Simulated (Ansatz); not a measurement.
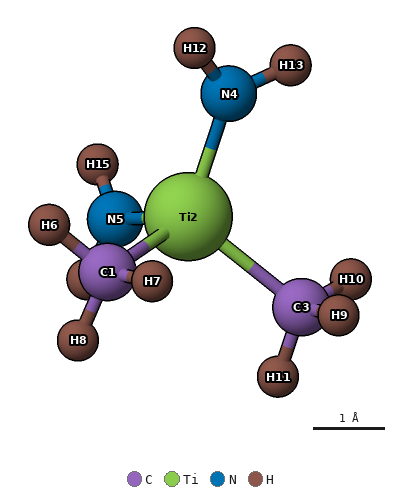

Fig. 1: The structure (ball-and-stick view, seen at a tilt; atoms are numbered from 1 in the order of the input). Sticks mark near contacts.

**Run report: C$_{2}$H$_{10}$N$_{2}$Ti, single-point calculation**

C$_{2}$H$_{10}$N$_{2}$Ti, computed with RKS r2SCAN-D4/def2-TZVPP (Ansatz 0.2.0).

The geometry comes from this level: PBE0-D4/def2-TZVP. Figures and captions count atoms from 1; the log counts them from 0 in places.

## Output
```
Functional definition: r2SCAN
  name "r2SCAN"
  cite "Furness, Kaplan, Ning, Perdew & Sun, J. Phys. Chem. Lett. 11, 8208 (2020) doi:10.1021/acs.jpclett.0c02405"
  cite "Furness, Kaplan, Ning, Perdew & Sun, J. Phys. Chem. Lett. 11, 9248 (2020) doi:10.1021/acs.jpclett.0c03077"
  parent r2scan
  parameter k0 = 0.174
  parameter k1 = 0.065
  parameter a1 = 4.9479
  exchange = r2scan_x(k0 = k0, k1 = k1, a1 = a1)
  correlation = r2scan_c
1692 factors; their error is unknown
mean field evaluation 1: about -28301.8978 eV, gradient 1.2e2 eV
mean field evaluation 2: about -27949.6289 eV, gradient 4.8e2 eV
mean field evaluation 4: about -28313.9524 eV, gradient 1.1e2 eV
mean field evaluation 8: about -28332.6138 eV, gradient 4.5e-1 eV
mean field evaluation 16: about -28332.5926 eV, gradient 7.1e-3 eV
mean field -28332.59261992 eV, -1041.2035742612 hartree, gradient 1.9e-5 eV, S^2 0.000000; 0 other end points of the search recorded, 0 dependent functions left out
the calculation of the forces begins
reference -28332.59263591 eV, -1041.2035748487 hartree; 29, 29 occupied and 299, 299 virtual orbitals, 1692 factors
Total energy: -28332.67585057 eV, -1041.2066329310 hartree
Atom 0 at    -1.849095     0.147381     0.567967 Å, force    -0.120108     0.008627     0.017894 eV/Å
Atom 1 at     0.118545     0.194260    -0.093480 Å, force    -0.066597    -0.114100     0.158960 eV/Å
Atom 2 at     0.965647    -1.631278     0.417382 Å, force     0.061883    -0.104536     0.009309 eV/Å
Atom 3 at     1.064247     1.628133     0.673948 Å, force     0.066068     0.099761     0.029788 eV/Å
Atom 4 at     0.097204     0.318909    -1.971309 Å, force     0.017661     0.041285    -0.151911 eV/Å
Atom 5 at    -2.341653     1.112200     0.406333 Å, force     0.000228    -0.012801     0.004256 eV/Å
Atom 6 at    -1.860710    -0.079752     1.640499 Å, force     0.009271     0.003078    -0.011864 eV/Å
Atom 7 at    -2.423753    -0.621874     0.041317 Å, force     0.003105     0.010085     0.004294 eV/Å
Atom 8 at     0.843266    -1.792231     1.494940 Å, force    -0.001795     0.009253    -0.009835 eV/Å
Atom 9 at     2.034111    -1.650163     0.177212 Å, force    -0.011744    -0.006380     0.004377 eV/Å
Atom 10 at     0.480675    -2.455269    -0.116659 Å, force     0.008612     0.008471     0.004090 eV/Å
Atom 11 at     0.650079     2.496347     0.986443 Å, force     0.003637     0.044634     0.020399 eV/Å
Atom 12 at     2.048069     1.615905     0.908260 Å, force     0.040981     0.021848     0.019273 eV/Å
Atom 13 at    -0.365395    -0.366198    -2.555083 Å, force    -0.015112    -0.020477    -0.039837 eV/Å
Atom 14 at     0.516666     1.032831    -2.548566 Å, force     0.003910     0.011253    -0.059193 eV/Å
Dipole moment:     0.140232     0.231327    -0.114520 e Å
```

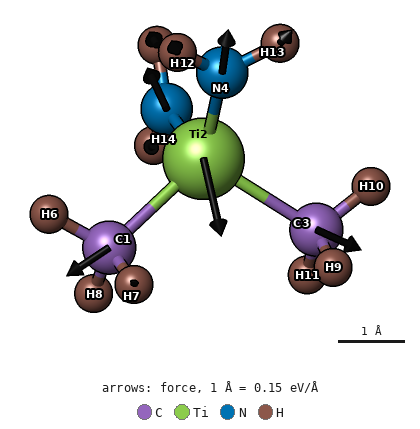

Fig. 2: Forces on the atoms as black arrows (ball-and-stick view, seen at a tilt; atoms are numbered from 1 in the order of the input); the smallest are left out. The largest act on Ti2 (0.21 eV/Å); N5 (0.16 eV/Å); N4 (0.12 eV/Å); C1, C3 (0.12 eV/Å). The geometry is not a stationary point of this energy.

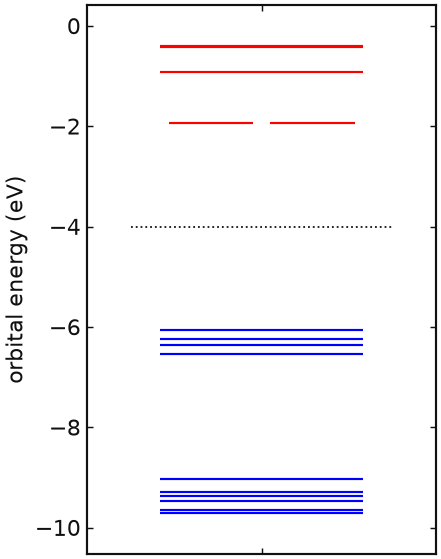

Fig. 3: Orbital energies near the frontier; the dotted line parts filled from empty levels, and levels within 0.02 eV of each other stand side by side. Highest filled −6.06 eV, lowest empty −1.94 eV, 4.12 eV apart.

This output came from the following input.

## The input
```yaml
crystal:
  periodic: [false, false, false]
  atoms:
    - {symbol: C, position_ang: [-1.849095, 0.147381, 0.567967]}
    - {symbol: Ti, position_ang: [0.118545, 0.194260, -0.093480]}
    - {symbol: C, position_ang: [0.965647, -1.631278, 0.417382]}
    - {symbol: N, position_ang: [1.064247, 1.628133, 0.673948]}
    - {symbol: N, position_ang: [0.097204, 0.318909, -1.971309]}
    - {symbol: H, position_ang: [-2.341653, 1.112200, 0.406333]}
    - {symbol: H, position_ang: [-1.860710, -0.079752, 1.640499]}
    - {symbol: H, position_ang: [-2.423753, -0.621874, 0.041317]}
    - {symbol: H, position_ang: [0.843266, -1.792231, 1.494940]}
    - {symbol: H, position_ang: [2.034111, -1.650163, 0.177212]}
    - {symbol: H, position_ang: [0.480675, -2.455269, -0.116659]}
    - {symbol: H, position_ang: [0.650079, 2.496347, 0.986443]}
    - {symbol: H, position_ang: [2.048069, 1.615905, 0.908260]}
    - {symbol: H, position_ang: [-0.365395, -0.366198, -2.555083]}
    - {symbol: H, position_ang: [0.516666, 1.032831, -2.548566]}
basis:
  gaussian: {orbitals: def2-TZVPP}
hamiltonian: {xc: r2scan, dispersion: d4}
output: {forces: true, orbitals: {seedname: orbitals}}
```

Launched with:
```bash
ansatz run in.yaml --threads 4 --pin off --events-out ev --progress --plain --max-ram 11315MiB
```

## Summary

```json
{"quantity": "outcome", "value": "converged"}
{"quantity": "total energy", "value": "−28332.6759 eV"}
{"quantity": "mean-field energy", "value": "−28332.5926 eV"}
{"quantity": "dispersion energy", "value": "−0.0832 eV"}
{"quantity": "SCF solution under orbital rotations", "value": "stable"}
{"quantity": "HOMO", "value": "−6.06 eV"}
{"quantity": "LUMO", "value": "−1.94 eV"}
{"quantity": "largest force (length of the vector)", "value": "0.207 eV/Å"}
{"quantity": "dipole moment", "value": "1.41 D"}
{"quantity": "hardware", "value": "4 threads of Arm Neoverse V2, 23 GiB of memory available, shared host"}
{"quantity": "wall time", "value": "8 s (CPU time 29 s)"}
{"quantity": "peak memory", "value": "0.56 GiB"}
```
